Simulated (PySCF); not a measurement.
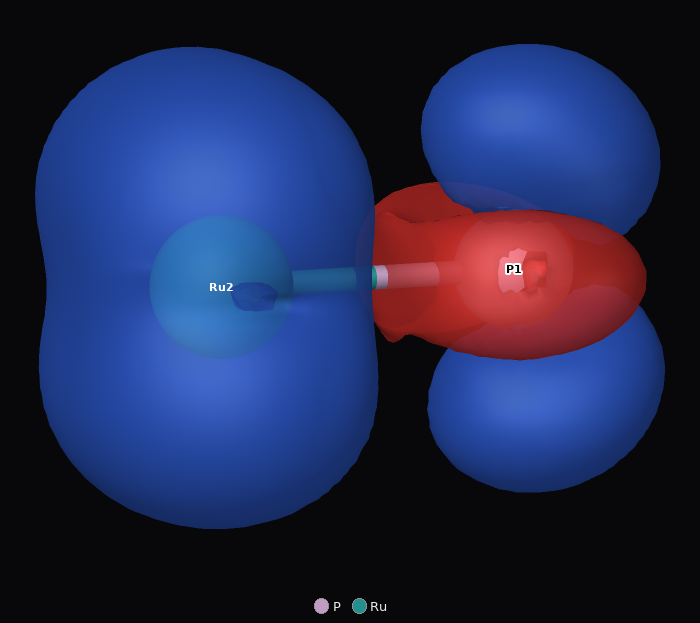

*PRu (quartet). Isosurfaces of the spin density at +0.04 (blue) and −0.04 e/Å³ (red), seen from one side.*

⟨S²⟩ = 3.89, above the pure value of 3.75; core potentials replace the inner electrons of Ru.

The calculation used PBE0/def2-TZVPP, non-relativistic Hamiltonian with scalar-relativistic core potentials where named, at a bond length of 2.054 Å (PySCF 2.14.0).

Question: Where is the unpaired spin?

Answer: The unpaired spin (3 electrons) lies mostly on Ru2 (about 2.7) and P1 (about 0.3), in electrons by Hirshfeld's partition.
